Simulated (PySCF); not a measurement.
# PmF3(NH3): other functionals and bases at one geometry

How far do other levels of theory move the description of PmF3(NH3), and what does each cost? The species was built from a template and needn't be a known compound.

Method: several levels, as the steps say, no spin–orbit coupling; program: PySCF 2.14.0.

1 further run of the same task is left out (for a known fault of the program).

## (1) The system as given

8 atoms, charge 0, spin multiplicity 1.

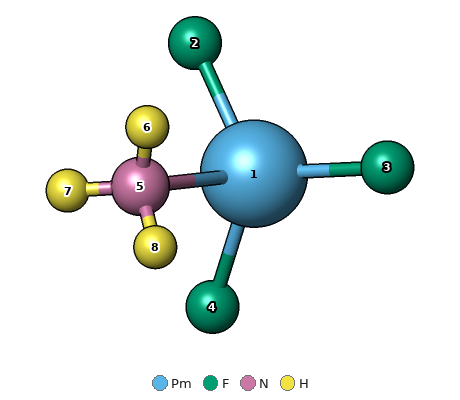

The geometry (promethium blue, fluorine teal, nitrogen pink, hydrogen yellow); atoms are numbered from 1 in the order of the file.

Coordinates:

```mol
F3H3NPm
  3D, bonds by distance, orders not assigned

  8  7  0  0  0  0  0  0  0  0999 V2000
    0.1178   -0.1178    0.1178 Pm  0  0
    1.1100    1.4325    1.1100 F   0  0
   -1.4325   -1.1100    1.1100 F   0  0
    1.1100   -1.1100   -1.4325 F   0  0
   -1.3827    1.3827   -1.3827 N   0  0
   -1.9926    1.9926   -0.8352 H   0  0
   -0.8352    1.9926   -1.9926 H   0  0
   -1.9926    0.8352   -1.9926 H   0  0
  1  2  8  0
  1  3  8  0
  1  4  8  0
  1  5  8  0
  5  6  8  0
  5  7  8  0
  5  8  8  0
M  END
```

Formal oxidation states: Pm +3. Each metal's 4 4f electrons lie in its core potential, so multiplicities, spins and levels count the valence alone. An earlier session relaxed this geometry at PBE0, Pm lcecp-1-SVP with ECP50, F def2-SVP, N def2-SVP, H def2-SVP (singlet, point group C3v).

At PBE0 on the finer grid: E = -389.854816 Eh, HOMO -9.21 eV, LUMO -0.80 eV, Mulliken charge on Pm1 +1.20 e, largest force component 0.012 eV/Å. 

Levels to run: M06-L; revPBE; PBE0, TZVP. Hardware: 2 threads of Arm Neoverse V1, shared host.

## (2) M06-L

The input, run.py (the lines that set the calculation):

```python
mol = gto.M(atom='''
Pm     0.11781    -0.11781     0.11781
F      1.10998     1.43254     1.10998
F     -1.43254    -1.10998     1.10998
F      1.10998    -1.10998    -1.43254
N     -1.38268     1.38268    -1.38268
H     -1.99262     1.99262    -0.83522
H     -0.83522     1.99262    -1.99262
H     -1.99262     0.83522    -1.99262''',
    basis={'Pm': 'lcecp-1-SVP', 'F': 'def2-SVP', 'N': 'def2-SVP', 'H': 'def2-SVP'},
    ecp={'Pm': 'lcecp-1-SVP'},
    charge=0, spin=0)
mf = dft.RKS(mol, xc='M06L')
mf.grids.atom_grid = (75, 302)  # f atoms: unpruned, at least (60, 302)
mf = mf.density_fit()  # fitting sets: Pm AutoAux, F def2-universal-JKFIT, N def2-universal-JKFIT, H def2-universal-JKFIT
mf.conv_tol = 1e-08; mf.max_cycle = 55
mf.kernel(dm0)  # dm0: the density of the relaxed state
```

Started as:

```sh
$ OMP_NUM_THREADS=2 python run.py
```

Standard output:

```text
init E= -390.164218069526
  HOMO = -0.283056420882443  LUMO = -0.0224197087381555  gap/eV = 7.09229
cycle= 1 E= -390.169327230087  delta_E= -0.00511  |g|= 0.0358  |ddm|= 0.237
  HOMO = -0.271523950541395  LUMO = -0.0251760596775874  gap/eV = 6.70347
cycle= 2 E= -390.168800260301  delta_E= 0.000527  |g|= 0.0672  |ddm|= 0.0733
  HOMO = -0.277283385451306  LUMO = -0.0246471469744876  gap/eV = 6.87458
cycle= 3 E= -390.169585179009  delta_E= -0.000785  |g|= 0.00457  |ddm|= 0.0461
  HOMO = -0.277551811942282  LUMO = -0.024576295719239  gap/eV = 6.88381
cycle= 4 E= -390.169590624017  delta_E= -5.45e-06  |g|= 0.0013  |ddm|= 0.00741
  HOMO = -0.277568093106149  LUMO = -0.0244985395543935  gap/eV = 6.88637
cycle= 5 E= -390.169590920678  delta_E= -2.97e-07  |g|= 0.000657  |ddm|= 0.00141
  HOMO = -0.277543748543498  LUMO = -0.024509222980253  gap/eV = 6.88542
cycle= 6 E= -390.169591014639  delta_E= -9.4e-08  |g|= 0.000125  |ddm|= 0.000629
  HOMO = -0.277535306851741  LUMO = -0.0245141227242911  gap/eV = 6.88506
cycle= 7 E= -390.169591018009  delta_E= -3.37e-09  |g|= 1.13e-05  |ddm|= 0.000111
  HOMO = -0.277533547300497  LUMO = -0.0245148503126202  gap/eV = 6.88499
Extra cycle  E= -390.169591017973  delta_E= 3.63e-11  |g|= 1.87e-05  |ddm|= 2.48e-05
converged SCF energy = -390.169591017973
```

It took 8.3 s on 2 threads of Arm Neoverse V1, shared host.

It gives: E = -390.169591 Eh, HOMO -7.55 eV, LUMO -0.67 eV, Mulliken charge on Pm1 +1.34 e, largest force component 0.186 eV/Å. 

## (3) revPBE

run.py (the lines that set the calculation): that of step 2 with these lines changed.

```diff
@@ -12,3 +12,3 @@
     charge=0, spin=0)
-mf = dft.RKS(mol, xc='M06L')
+mf = dft.RKS(mol, xc='PBE_R,PBE')
 mf.grids.atom_grid = (75, 302)  # f atoms: unpruned, at least (60, 302)
```

Started as:

```sh
$ OMP_NUM_THREADS=2 python run.py
```

Standard output:

```text
init E= -390.129195118089
  HOMO = -0.25432947586853  LUMO = -0.0540634281414007  gap/eV = 5.44952
cycle= 1 E= -390.128299790731  delta_E= 0.000895  |g|= 0.158  |ddm|= 0.333
  HOMO = -0.289246993952074  LUMO = -0.050614230508522  gap/eV = 6.49353
cycle= 2 E= -390.106628383605  delta_E= 0.0217  |g|= 0.382  |ddm|= 0.409
  HOMO = -0.264234485057268  LUMO = -0.0522204187069022  gap/eV = 5.76920
cycle= 3 E= -390.133507516598  delta_E= -0.0269  |g|= 0.017  |ddm|= 0.258
  HOMO = -0.264854336975147  LUMO = -0.052703985183868  gap/eV = 5.77291
cycle= 4 E= -390.133588880742  delta_E= -8.14e-05  |g|= 0.00359  |ddm|= 0.0247
  HOMO = -0.264640021640825  LUMO = -0.0528173582109517  gap/eV = 5.76399
cycle= 5 E= -390.133591232568  delta_E= -2.35e-06  |g|= 0.0015  |ddm|= 0.00392
  HOMO = -0.264524818275236  LUMO = -0.052772441187944  gap/eV = 5.76208
cycle= 6 E= -390.133591709747  delta_E= -4.77e-07  |g|= 0.000132  |ddm|= 0.00123
  HOMO = -0.264533595382989  LUMO = -0.052766905149479  gap/eV = 5.76247
cycle= 7 E= -390.133591713389  delta_E= -3.64e-09  |g|= 2.28e-05  |ddm|= 0.000106
  HOMO = -0.26453920907523  LUMO = -0.0527663447045938  gap/eV = 5.76263
Extra cycle  E= -390.133591712963  delta_E= 4.26e-10  |g|= 5.41e-05  |ddm|= 5.28e-05
converged SCF energy = -390.133591712963
```

Run time: 6 s. Hardware: 2 threads of Arm Neoverse V1, shared host.

It gives: E = -390.133592 Eh, HOMO -7.20 eV, LUMO -1.44 eV, Mulliken charge on Pm1 +0.99 e, largest force component 0.267 eV/Å. 

## (4) PBE0, TZVP

Basis: Pm lcecp-1-TZVP with ECP50, F def2-TZVP, N def2-TZVP, H def2-TZVP. 

run.py (the lines that set the calculation): that of step 3 with these lines changed.

```diff
@@ -9,6 +9,6 @@
 H     -1.99262     0.83522    -1.99262''',
-    basis={'Pm': 'lcecp-1-SVP', 'F': 'def2-SVP', 'N': 'def2-SVP', 'H': 'def2-SVP'},
-    ecp={'Pm': 'lcecp-1-SVP'},
+    basis={'Pm': 'lcecp-1-TZVP', 'F': 'def2-TZVP', 'N': 'def2-TZVP', 'H': 'def2-TZVP'},
+    ecp={'Pm': 'lcecp-1-TZVP'},
     charge=0, spin=0)
-mf = dft.RKS(mol, xc='PBE_R,PBE')
+mf = dft.RKS(mol, xc='PBE0')
 mf.grids.atom_grid = (75, 302)  # f atoms: unpruned, at least (60, 302)
@@ -16,2 +16,2 @@
 mf.conv_tol = 1e-08; mf.max_cycle = 55
-mf.kernel(dm0)  # dm0: the density of the relaxed state
+mf.kernel(dm0)  # dm0: free metal ions and neutral atoms
```

Started as:

```sh
$ OMP_NUM_THREADS=2 python run.py
```

Standard output:

```text
init E= -394.752049395145
  HOMO = -0.309010306791265  LUMO = -0.0603397073660858  gap/eV = 6.76667
cycle= 1 E= -390.252217993237  delta_E=  4.5  |g|= 0.498  |ddm|= 1.99
  HOMO = -0.311058899296184  LUMO = -0.0581382781426854  gap/eV = 6.88232
cycle= 2 E= -390.260054084462  delta_E= -0.00784  |g|= 0.398  |ddm|= 0.532
  HOMO = -0.35374283207592  LUMO = -0.0356473099452142  gap/eV = 8.65582
cycle= 3 E= -390.283078257503  delta_E= -0.023  |g|= 0.201  |ddm|= 0.284
  HOMO = -0.342282348771441  LUMO = -0.0362223004601367  gap/eV = 8.32832
cycle= 4 E= -390.289076362167  delta_E= -0.006  |g|= 0.0444  |ddm|= 0.0958
  HOMO = -0.346204653569276  LUMO = -0.0364349993523965  gap/eV = 8.42926
cycle= 5 E= -390.289379968141  delta_E= -0.000304  |g|= 0.00881  |ddm|= 0.0242
  HOMO = -0.345689376355517  LUMO = -0.036287144723555  gap/eV = 8.41926
cycle= 6 E= -390.289394064155  delta_E= -1.41e-05  |g|= 0.000617  |ddm|= 0.00491
  HOMO = -0.345720189422035  LUMO = -0.0362945313148858  gap/eV = 8.41990
cycle= 7 E= -390.289394143277  delta_E= -7.91e-08  |g|= 0.000236  |ddm|= 0.000822
  HOMO = -0.345711796416039  LUMO = -0.0362858182361278  gap/eV = 8.41991
cycle= 8 E= -390.289394156883  delta_E= -1.36e-08  |g|= 2.72e-05  |ddm|= 0.000266
  HOMO = -0.345711228341254  LUMO = -0.0362857727018811  gap/eV = 8.41990
cycle= 9 E= -390.289394157065  delta_E= -1.82e-10  |g|= 6.44e-06  |ddm|= 4.02e-05
  HOMO = -0.345712128631814  LUMO = -0.0362860136283365  gap/eV = 8.41991
Extra cycle  E= -390.289394157067  delta_E= -2.96e-12  |g|= 6.13e-06  |ddm|= 1.65e-05
converged SCF energy = -390.289394157067
```

Run time: 15 s. Hardware: 2 threads of Arm Neoverse V1, shared host.

Read off: E = -390.289394 Eh, HOMO -9.41 eV, LUMO -0.99 eV, Mulliken charge on Pm1 +1.62 e, largest force component 0.216 eV/Å. 

## (5) All levels side by side

| level | state | HOMO (eV) | gap (eV) | charge on Pm1 (e) | dipole (D) | largest force (eV/Å) | basis functions | time |
| --- | --- | --- | --- | --- | --- | --- | --- | --- |
| PBE0 (relaxed here) | singlet | -9.21 | 8.41 | 1.20 | 5.69 | 0.01 | 104 | 14 s |
| M06-L | singlet | -7.55 | 6.88 | 1.34 | 5.53 | 0.19 | 104 | 8.3 s |
| revPBE | singlet | -7.20 | 5.76 | 0.99 | 5.56 | 0.27 | 104 | 6 s |
| PBE0, TZVP | singlet | -9.41 | 8.42 | 1.62 | 5.65 | 0.22 | 189 | 15 s |

Times are on 2 threads of Arm Neoverse V1, shared host; the first row also made further properties.

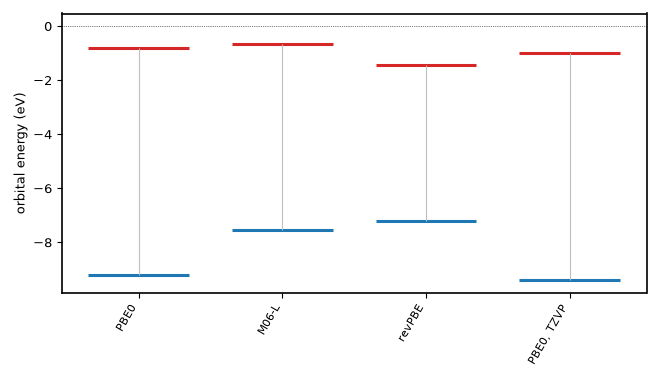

Highest filled and lowest empty level, method by method.

In one basis the HOMO–LUMO gap runs from 5.76 eV (revPBE) to 8.41 eV (PBE0). The largest leftover force, 0.27 eV/Å with revPBE, stands at a geometry relaxed at another level. The Mulliken charge on Pm spans +0.99 to +1.62 e over the levels. With 4f in the core, its levels are missing from HOMO and gap. Total energies of different levels can't be compared. Spin–orbit coupling is left out throughout.
